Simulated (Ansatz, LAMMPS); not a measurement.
## Relaxing glassy Ca3Al2Si3O12 (120 atoms)

Aim: bring glassy Ca3Al2Si3O12 (120 atoms) to a nearby minimum of the energy and see what moves.

Main program and level: Ansatz 0.2.0; Kohn-Sham DFT, PBE, PAW (set soft_2), plane waves.

**Experiments to compare with.** X-ray diffraction RDF of grossular glass by Okuno and Marumo (1993), peak assigned to Ca-O (as quoted in “Computer modeling of natural silicate melts: what can we learn from ab   initio simulations”, 2009, arxiv:0907.2530): nearest Ca–O distance 2.4 Å.

### Step 1. Starting point

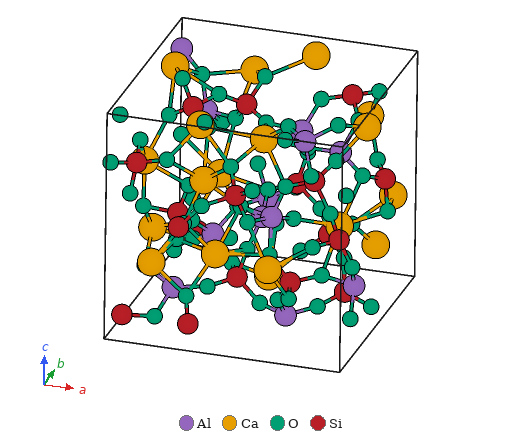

The cell as given, slightly off an axis (aluminium purple, calcium orange, oxygen teal, silicon red). Bonds to atoms that aren't drawn are left out. Some periodic images of atoms are drawn too.

The cell holds 120 atoms: 12 Al, 18 Ca, 72 O and 18 Si. Its edges and angles: a = 11.667 Å, b = 11.667 Å, c = 11.667 Å, α = 90.0°, β = 90.0°, γ = 90.0°. 120 atoms (12 Al, 18 Ca, 72 O, 18 Si) placed at random at 2.84 g/cm³, melted at 4500 K for 20 ps at fixed volume with the Morse and Coulomb pair potential with partial charges (Pedone, Malavasi, Menziani, Cormack and Segre, J. Phys. Chem. B 110, 11780 (2006)). Quenched from 4500 K to 300 K at 10 K/ps and fixed volume, held 20 ps at zero pressure.

What the set-up can't give: The quench rate of 10 K/ps is many orders above laboratory rates, so the cell is likely richer in defects and strain than a real sample. The network of bonds at the start is that of the classical potential that made the cell. Sampling is at Γ alone, for a cell whose shortest periodic width is 12 Å.

### Step 2. Making the structure

A classical potential makes the cell, at a small fraction of what the same run would cost in DFT.

This step: classical MD, Morse and Coulomb pair potential with partial charges (Pedone, Malavasi, Menziani, Cormack and Segre, J. Phys. Chem. B 110, 11780 (2006)) (LAMMPS 22 Jul 2025 - Update 4).

Contents of in.lmp:

```
# melt-quench of Al12Ca18O72Si18
units metal
atom_style charge
boundary p p p
region box block 0 11.6422 0 11.6422 0 11.6422
create_box 4 box
mass 1 26.9815   # Al
mass 2 40.0780   # Ca
mass 3 15.9990   # O
mass 4 28.0850   # Si
create_atoms 1 random 12 787998 NULL overlap 1.5 maxtry 2000
create_atoms 2 random 18 788005 NULL overlap 1.5 maxtry 2000
create_atoms 3 random 72 788012 NULL overlap 1.5 maxtry 2000
create_atoms 4 random 18 788019 NULL overlap 1.5 maxtry 2000
pair_style hybrid/overlay pedone 5.5 coul/long 8.0
pair_coeff * * coul/long
pair_coeff 1 3 pedone 0.361581 1.900442 2.164818 0.9   # Al-O
pair_coeff 2 3 pedone 0.030211 2.241334 2.923245 5   # Ca-O
pair_coeff 3 3 pedone 0.042395 1.379316 3.618701 22   # O-O
pair_coeff 3 4 pedone 0.340554 2.006700 2.100000 1   # Si-O
set type 1 charge 1.8
set type 2 charge 1.2
set type 3 charge -1.2
set type 4 charge 2.4
kspace_style pppm 1.0e-4
neigh_modify delay 0 every 1 check yes
thermo_style custom step time temp pe press density
thermo_modify norm yes
timestep 0.002
thermo 100
min_style cg
minimize 1e-4 1e-4 200 2000
reset_timestep 0
velocity all create 4500 787999 mom yes dist gaussian
# [... 11 lines left out ...]
fix md all nvt temp 4500 300 0.2
run 210000 post no
unfix md
thermo 3333
fix md all npt temp 300 300 0.2 iso 0 0 2
run 10000 post no
unfix md
write_dump all custom glass.dump id type xs ys zs modify sort id
```

Launch:

```
$ lmp -in in.lmp -log none -nocite
```

Numbers of over 12 decimals in the logs are rounded to 6 here.

The program printed:

```text
LAMMPS (22 Jul 2025 - Update 4)
Created orthogonal box = (0 0 0) to (11.6422 11.6422 11.6422)
Created 12 atoms
Created 18 atoms
Created 72 atoms
Created 18 atoms
PPPM initialization ...
  G vector (1/distance) = 0.37621483
  grid = 12 12 12
  estimated relative force accuracy = 7.2508869e-05
   Step          Time           Temp          PotEng         Press         Density
         0   0              0              0.68356897     959582.79      2.8440164
        99   0.198          0             -13.431756     -18203.492      2.8440164
Loop time of 0.0708494 s on 1 MPI rank(s) for 99 steps with 120 atoms
Minimization stats:
  Stopping criterion = energy tolerance
  Energy initial, next-to-last, final =
     0.683568966988714  -13.4304700132809  -13.4317563583721
  Force two-norm initial, final = 365.87364 2.3252563
  Iterations, force evaluations = 99 132
   Step          Time           Temp          PotEng         Press         Density
         0   0              4500          -13.431756      28649.577      2.8440164
       500   1              2213.0176     -13.164083      6478.4183      2.8440164
      1000   2              2169.1206     -13.175837      42077.055      2.8440164
Loop time of 0.434309 s on 1 MPI rank(s) for 1000 steps with 120 atoms
   Step          Time           Temp          PotEng         Press         Density
      1000   2              2169.1206     -13.175837      42077.055      2.8440164
      1666   3.332          4899.3914     -12.776603      72360.017      2.8440164
      3332   6.664          4247.4605     -12.790609      76450.879      2.8440164
      4998   9.996          4665.6058     -12.789213      88453.393      2.8440164
      6664   13.328         4793.2889     -12.897908      83948.907      2.8440164
      8330   16.66          4155.0572     -12.858785      75340.914      2.8440164
      9996   19.992         4715.0317     -12.85992       62563.815      2.8440164
[... 1 line left out ...]
Loop time of 4.55639 s on 1 MPI rank(s) for 10000 steps with 120 atoms
   Step          Time           Temp          PotEng         Press         Density
[... 12 lines left out ...]
Loop time of 90.8579 s on 1 MPI rank(s) for 210000 steps with 120 atoms
   Step          Time           Temp          PotEng         Press         Density
[... 1 line left out ...]
    223311   446.622        342.56955     -13.527036      977.27671      2.8429013
    226644   453.288        282.43127     -13.526837      12453.957      2.8608089
    229977   459.954        288.39345     -13.528765     -5661.4636      2.8472206
    231000   462            289.87801     -13.520478     -8574.5524      2.8258805
Loop time of 5.24811 s on 1 MPI rank(s) for 10000 steps with 120 atoms
```

It took 1.7 min on 1 thread of Arm Neoverse V2, shared host; peak memory 0.071 GiB.

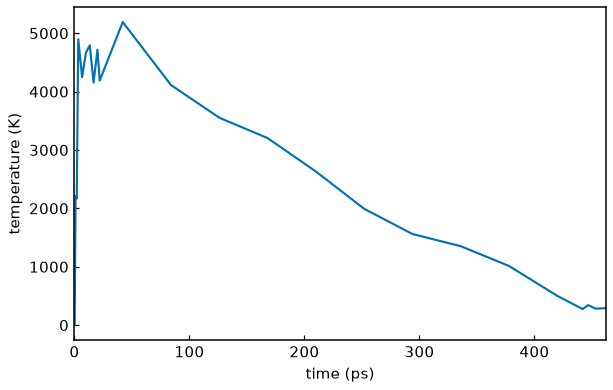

Temperature against time.

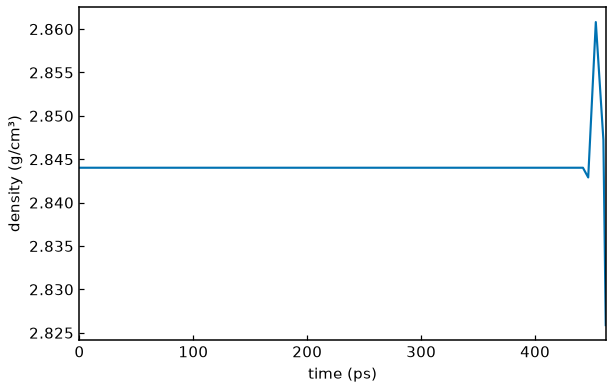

Density, plotted against time.

### Step 3. Single point at the start

The forces at the start show how far the geometry lies from a minimum of this functional.

Contents of input.yaml:

```yaml
crystal:
  lattice:
    - [11.66705, 0.0, 0.0]
    - [0.0, 11.66705, 0.0]
    - [0.0, 0.0, 11.66705]
  atoms:
    - { symbol: Al, position: [0.1587, 0.84499, 0.67821] }
    - { symbol: Al, position: [0.41317, 0.87024, 0.32129] }
    - { symbol: Al, position: [0.01768, 0.9463, 0.88815] }
    - { symbol: Al, position: [0.609, 0.30006, 0.50296] }
    - { symbol: Al, position: [0.78102, 0.18942, 0.91187] }
    - { symbol: Al, position: [0.17157, 0.37637, 0.09486] }
    - { symbol: Al, position: [0.81923, 0.55368, 0.71414] }
    - { symbol: Al, position: [0.25074, 0.65532, 0.22483] }
    - { symbol: Al, position: [0.64338, 0.39849, 0.03091] }
    - { symbol: Al, position: [0.51158, 0.48332, 0.41166] }
    - { symbol: Al, position: [0.61205, 0.68845, 0.72207] }
    - { symbol: Al, position: [0.9646, 0.29413, 0.25468] }
    - { symbol: Ca, position: [0.27867, 0.65801, 0.49569] }
    - { symbol: Ca, position: [0.57596, 0.9823, 0.92452] }
    - { symbol: Ca, position: [0.31394, 0.9894, 0.81873] }
    - { symbol: Ca, position: [0.46975, 0.71634, 0.0429] }
    - { symbol: Ca, position: [0.02796, 0.43064, 0.61342] }
    - { symbol: Ca, position: [0.80718, 0.98284, 0.69285] }
    - { symbol: Ca, position: [0.31927, 0.2985, 0.62489] }
    - { symbol: Ca, position: [0.32442, 0.22886, 0.90081] }
    - { symbol: Ca, position: [0.83859, 0.98461, 0.1228] }
    - { symbol: Ca, position: [0.93005, 0.91926, 0.38445] }
    - { symbol: Ca, position: [0.97024, 0.4247, 0.9035] }
    - { symbol: Ca, position: [0.07124, 0.68713, 0.9299] }
    - { symbol: Ca, position: [0.01244, 0.59813, 0.24273] }
    - { symbol: Ca, position: [0.68742, 0.00833, 0.4049] }
    - { symbol: Ca, position: [0.53703, 0.41519, 0.79045] }
    - { symbol: Ca, position: [0.15693, 0.1247, 0.31114] }
    - { symbol: Ca, position: [0.83092, 0.51562, 0.4051] }
    - { symbol: Ca, position: [0.39264, 0.23436, 0.33542] }
    - { symbol: O, position: [0.31882, 0.37286, 0.12152] }
    - { symbol: O, position: [0.66731, 0.76756, 0.83692] }
    - { symbol: O, position: [0.32606, 0.74285, 0.32136] }
    - { symbol: O, position: [0.47196, 0.64922, 0.75331] }
    - { symbol: O, position: [0.2856, 0.14578, 0.49286] }
    - { symbol: O, position: [0.45533, 0.3728, 0.49631] }
    - { symbol: O, position: [0.39761, 0.02459, 0.63867] }
    - { symbol: O, position: [0.86029, 0.65896, 0.8167] }
    - { symbol: O, position: [0.81539, 0.63093, 0.2121] }
    - { symbol: O, position: [0.60832, 0.03568, 0.73232] }
    - { symbol: O, position: [0.0756, 0.93498, 0.23731] }
    - { symbol: O, position: [0.19058, 0.95393, 0.58544] }
    - { symbol: O, position: [0.77833, 0.85327, 0.26246] }
    - { symbol: O, position: [0.41244, 0.81634, 0.87849] }
    - { symbol: O, position: [0.2747, 0.63481, 0.857] }
    - { symbol: O, position: [0.03734, 0.05664, 0.97685] }
    - { symbol: O, position: [0.19859, 0.327, 0.33389] }
    - { symbol: O, position: [0.23949, 0.92206, 0.09128] }
    - { symbol: O, position: [0.01901, 0.44792, 0.40267] }
    - { symbol: O, position: [0.74562, 0.50321, 0.04075] }
    - { symbol: O, position: [0.55769, 0.13905, 0.54141] }
    - { symbol: O, position: [0.97354, 0.70697, 0.4107] }
    - { symbol: O, position: [0.64138, 0.29848, 0.14128] }
    - { symbol: O, position: [0.67163, 0.31126, 0.90994] }
    - { symbol: O, position: [0.74314, 0.11704, 0.23786] }
    - { symbol: O, position: [0.84376, 0.41425, 0.73869] }
    - { symbol: O, position: [0.0475, 0.38633, 0.1701] }
    - { symbol: O, position: [0.95034, 0.57595, 0.03875] }
    - { symbol: O, position: [0.66093, 0.31848, 0.63845] }
    - { symbol: O, position: [0.1268, 0.87561, 0.82009] }
    - { symbol: O, position: [0.299, 0.78555, 0.69012] }
    - { symbol: O, position: [0.2048, 0.46308, 0.51507] }
    - { symbol: O, position: [0.02522, 0.8523, 0.0354] }
    - { symbol: O, position: [0.79622, 0.73429, 0.01235] }
    - { symbol: O, position: [0.14543, 0.72632, 0.15816] }
    - { symbol: O, position: [0.99982, 0.05752, 0.75899] }
    - { symbol: O, position: [0.1927, 0.5551, 0.31877] }
    - { symbol: O, position: [0.30116, 0.41422, 0.80807] }
    - { symbol: O, position: [0.4574, 0.46225, 0.26948] }
    - { symbol: O, position: [0.65352, 0.4559, 0.43671] }
    - { symbol: O, position: [0.90582, 0.23814, 0.98149] }
    - { symbol: O, position: [0.4618, 0.20905, 0.7439] }
    - { symbol: O, position: [0.73564, 0.06359, 0.96459] }
    - { symbol: O, position: [0.80722, 0.195, 0.75857] }
    - { symbol: O, position: [0.61622, 0.75842, 0.59662] }
    - { symbol: O, position: [0.88927, 0.83035, 0.57449] }
    - { symbol: O, position: [0.89517, 0.61099, 0.59706] }
    - { symbol: O, position: [0.20937, 0.14994, 0.76225] }
    [... 36 atom lines left out ...]
    - { symbol: Si, position: [0.95657, 0.72262, 0.5445] }
    - { symbol: Si, position: [0.07644, 0.16477, 0.72386] }
    - { symbol: Si, position: [0.35097, 0.01048, 0.11448] }
    - { symbol: Si, position: [0.5818, 0.72743, 0.46621] }
    - { symbol: Si, position: [0.41412, 0.46737, 0.13731] }
    - { symbol: Si, position: [0.71608, 0.73594, 0.25634] }
kpoints:
  mp_grid: { grid: [1, 1, 1] }
hamiltonian:
  xc: pbe
scf:
  occupations: { method: fixed }
output:
  forces: true
  stress: true
  populations: true
  dos:
    method: { smearing: { sigma: 0.15 } }
    de: 0.1
    projected: { site_lists: { Al: [Al], Ca: [Ca], O: [O], Si: [Si] } }
  eigenvalues: true
```

Launch:

```
$ ansatz run input.yaml --threads 4 --pin off --max-ram 8192MiB --backend cpu --events-out ev --progress --plain --runs-dir out
```

The program printed:

```text
Engine: ansatz 0.2.0, aarch64-unknown-linux-gnu
Pseudopotentials: kind: paw
Pseudopotential: Al, paw, valence charge 3, recommended cutoff 420 eV (normal), Al.paw.azcp
Pseudopotential: Ca, paw, valence charge 10, recommended cutoff 420 eV (normal), Ca.paw.azcp
Pseudopotential: O, paw, valence charge 6, recommended cutoff 420 eV (normal), O.paw.azcp
Pseudopotential: Si, paw, valence charge 4, recommended cutoff 420 eV (normal), Si.paw.azcp
Functional definition: PBE
  parameter kappa = 0.804
  parameter beta = 0.066725
  exchange = pbe_x(kappa = kappa, mu = beta*pi^2/3)
  correlation = pbe_c(beta = beta)
Crystal: 120 atoms, lattice volume = 1588.119 Å³
Basis set: ecut = 420 eV, 31103 PW (Γ), exchange–correlation on 160×160×160 points (8 copies of the dense FFT grid, shifted against one another)
Bands: 480, of which v1, the nominal top of the filled ones, is band 360 counted from 1 (359 counted from 0)
Symmetry: 1 space group operations
Space group: P1 (ITA 1), of the structure as read, at distance tolerance 1.2e-4 Å
k-points: 1
Non-local potential: Al, projectors of the file, l = 0: 2, l = 1: 2, l = 2: 1
Non-local potential: Ca, projectors of the file, l = 0: 3, l = 1: 2, l = 2: 2
Non-local potential: O, projectors of the file, l = 0: 2, l = 1: 2, l = 2: 1
Non-local potential: Si, projectors of the file, l = 0: 2, l = 1: 2, l = 2: 2
PAW form: soft (Blöchl's): semilocal exchange-correlation on the pseudo side does not see the compensation charge
PAW one-centre angular grid: Al, 110 points (default); XC on 64 Gauss nodes
PAW one-centre angular grid: Ca, 110 points (default); XC on 64 Gauss nodes
PAW one-centre angular grid: O, 110 points (default); XC on 64 Gauss nodes
PAW one-centre angular grid: Si, 110 points (default); XC on 64 Gauss nodes
Initial density: superposition of atomic densities (neutral atoms: chi_scale 0, normalization atom), corrected by the library's trained network
Initial wavefunctions: pseudopotential atomic-orbital guess
Functional: x = pbe(κ = 0.804, μ = 0.219515), c = pbe(β = 0.066725)
SCF iter   1: F=—  HF=-91612.461898 eV  |F-HF|=—  |Δ(HF+E_count)|=         —  Δρ=2.01e-3  dr2=8.64e-2  ethr=1.77e-3  ⟨swp⟩=7.0  Hψ=2008  notcnv=0  defer=118
preconditioner: auto → Resta (q_TF=auto, 2.391 Å⁻¹)  ε∞=3.4  [insulator: Δε(μ)=3.168 eV  Ē_g=15.738 eV  n_scr=364 (ndim 8)  ℏωp=24.4 eV  f_vac=0.076  ε∞_Penn≈3.4]
SCF iter   2: F=—  HF=-91612.463437 eV  |F-HF|=—  |Δ(HF+E_count)|=   1.54e-3  Δρ=1.04e-3  dr2=2.01e-2  ethr=1.20e-5  ⟨swp⟩=3.0  Hψ=669  notcnv=0  defer=118
SCF iter   3: F=—  HF=-91612.467267 eV  |F-HF|=—  |Δ(HF+E_count)|=   3.83e-3  Δρ=4.56e-4  dr2=5.40e-3  ethr=2.79e-6  ⟨swp⟩=3.0  Hψ=596  notcnv=0  defer=118
SCF iter   4: F=—  HF=-91612.467399 eV  |F-HF|=—  |Δ(HF+E_count)|=   1.32e-4  Δρ=1.47e-4  dr2=4.03e-4  ethr=7.50e-7  ⟨swp⟩=3.0  Hψ=597  notcnv=0  defer=118
SCF iter   5: F=—  HF=-91612.467524 eV  |F-HF|=—  |Δ(HF+E_count)|=   1.25e-4  Δρ=9.96e-5  dr2=1.31e-4  ethr=5.59e-8  ⟨swp⟩=2.0  Hψ=611  notcnv=0  defer=118
SCF iter   6: F=—  HF=-91612.467505 eV  |F-HF|=—  |Δ(HF+E_count)|=   1.91e-5  Δρ=2.13e-5  dr2=7.06e-6  ethr=1.81e-8  ⟨swp⟩=2.0  Hψ=611  notcnv=0  defer=118
SCF iter   7: F=—  HF=-91612.467574 eV  |F-HF|=—  |Δ(HF+E_count)|=   6.90e-5  Δρ=1.17e-5  dr2=1.71e-6  ethr=9.80e-10  ⟨swp⟩=2.0  Hψ=839  notcnv=0  defer=117
SCF iter   8: F=—  HF=-91612.467575 eV  |F-HF|=—  |Δ(HF+E_count)|=   7.54e-7  Δρ=4.72e-6  dr2=3.21e-7  ethr=2.38e-10  ⟨swp⟩=2.0  Hψ=651  notcnv=0  defer=118
SCF iter   9: F=-91612.467575 eV  HF=-91612.467575 eV  |F-HF|=1.81e-8  |Δ(HF+E_count)|=   2.03e-7  Δρ=1.47e-6  dr2=3.66e-8  ethr=1.39e-11  ⟨swp⟩=18.0  Hψ=3463  notcnv=0
SCF 1 converged in 9 iterations: F = -91612.467575 eV  dr2 = 3.66e-8
  greatest PAW one-centre occupation: 0.995 electrons in one spin orbital (limit 2), on the Ca atom at site 24 (counted from 0), in its partial waves of l = 0
SCF converged after 9 iterations
Free energy (F): -91612.467575 eV
Harris-Foulkes:  -91612.467575 eV  (|F-HF|=1.81e-8)
Internal energy: -91612.467575 eV  (E = F + TS)
E sigma→0 (E₀):  -91612.467575 eV
Fermi energy:    5.528168 eV
--- Per-component energies (eV) ---
  E_band       = -3799.575372
  E_kinetic    = 18988.671552
  E_local      = -45925.573853  (includes V_loc(G=0)·N_el)
  E_nonlocal   = 5172.671803
  E_hartree    = 16515.110184
  E_xc         = -9352.310721
  E_vxc        = -11178.258110  (∫ρ·V_xc dr)
  E_paw        = -41729.278913  (= ΣΔE_a)
  E_vpaw       = -3887.495433  (= ΣTr[D̂ρ^β])
  E_aug_tail   = 0.182470  (compensation charges beyond the density's cutoff)
  E_ewald      = -35281.940098
  E_smearing   = -0.000000  (= −TS)
  E_closure    = 0.000000  (closes the sum)
  Σ components = -91612.467575   (vs F -91612.467575, Δ=0.00e0)
--- Forces (eV/Å), atoms counted from 1 ---
  atom   1  Al    -0.80318259    -1.14584281    -0.78804661
  atom   2  Al    -0.52569913    -1.97512619     0.70177444
  atom   3  Al    -1.31124400     0.52382429    -0.90154997
  atom   4  Al    -1.64612940     0.66311316    -2.16599579
  atom   5  Al    -1.02066403     2.24401789    -0.89180068
  atom   6  Al     0.17419095    -1.79474381     0.12026891
  atom   7  Al     0.37795283     3.63626598     0.06904332
  atom   8  Al     2.63256503     0.77766116     2.11564659
  atom   9  Al     2.02709006    -2.09255946     1.30720129
  atom  10  Al     0.30367763     1.17646150    -0.96685444
  atom  11  Al    -0.57325405    -0.33989829     0.12727250
  atom  12  Al    -0.28337095    -0.59621809    -0.19407046
  atom  13  Ca     0.05051165     0.58335400    -0.03574163
  atom  14  Ca     0.27617893     0.06323552    -0.64499934
[...]
atom 119  Si     0.46655903     1.63130284     1.93146981
  atom 120  Si    -1.96396133    -3.08264404    -1.72754071
  max |Σ_I F_I| component: 2.00e-4 eV/Å
--- Stress (GPa, compression-positive) ---
        7.152884      -1.620605       0.923819
       -1.620601       5.677978      -0.390986
        0.923818      -0.390980       4.651793
  P = ⅓ Tr σ = 5.8276 GPa (58.276 kbar)
--- Band table (eV) ---
  k-point 0: bands = ["-34.9281", "-34.8774", "-34.4627", "-34.4042", [... 464 levels ...], "13.1321", "13.1887", "13.2681", "13.3306", "13.3969", "13.4804", "13.5158", "13.5306", "13.5684", "13.6307", "13.6662", "13.6820"]
--- Löwdin populations: 120 sites ---
  site symbol       q [e]
     0     Al      1.7529
     1     Al      1.7044
     2     Al      1.7983
[...]
119     Si      2.3502
  spilling = 0.013288 (of n_electrons = 720.000000)
```

The job ended after 33 s (4 threads of Arm Neoverse V2, shared host; peak memory 2.3 GiB; 2.1 min of CPU time).

The run gave:

```yaml
free_energy: -91612.4676 eV
free_energy_per_atom: -763.4372 eV/atom
scf_cycles: 9
pressure: 5.828 GPa
r_m_s_force_component: 1.515 eV/Å
longest_force: 8.457 eV/Å
fermi_energy: 5.528 eV
spacing_of_highest_filled_and_lowest_empty_level: 3.102 eV
spilling_of_the_projection: 0.01329
```

The r.m.s. force component of 1.5 eV/Å and the pressure of 5.8 GPa set the starting point.

Neighbours are counted within 3.08 Å (O-Ca), 2.12 Å (O-Si), 2.33 Å (O-Al).

Length of the force by element and coordination:

| element | coordination | atoms | mean length of the force (eV/Å) | spread | least | most |
| --- | --- | --- | --- | --- | --- | --- |
| Al | all | 12 | 2.16 | 0.959 | 0.678 | 3.66 |
| Al | 4 | 10 | 2.14 | 1.02 | 0.678 | 3.66 |
| Al | 5 | 2 | 2.24 | 0.562 | 1.68 | 2.80 |
| Ca | all | 18 | 1.09 | 0.481 | 0.301 | 1.99 |
| Ca | 5 | 3 | 1.20 | 0.570 | 0.705 | 1.99 |
| Ca | 6 | 10 | 1.19 | 0.423 | 0.576 | 1.93 |
| Ca | 7 | 3 | 0.953 | 0.485 | 0.301 | 1.46 |
| Ca | 8 | 2 | 0.598 | 0.0888 | 0.509 | 0.687 |
| O | all | 72 | 2.32 | 1.31 | 0.225 | 8.46 |
| O | 2 | 8 | 1.16 | 0.535 | 0.669 | 2.07 |
| O | 3 | 38 | 2.32 | 1.09 | 0.448 | 5.69 |
| O | 4 | 26 | 2.68 | 1.54 | 0.225 | 8.46 |
| Si | all | 18 | 3.12 | 1.61 | 0.592 | 8.28 |

(Continued in part 2 of 3.)

[Logs are printed without paths, hosts, clocks, repeated set-up lines and the standing remarks that a program may print on its own settings, such as how far it seeks lower states.]

[Hosts, paths, dates, database ids (printed as entryN), source tags and the programs' standing remarks are cut or masked in the printed files.]
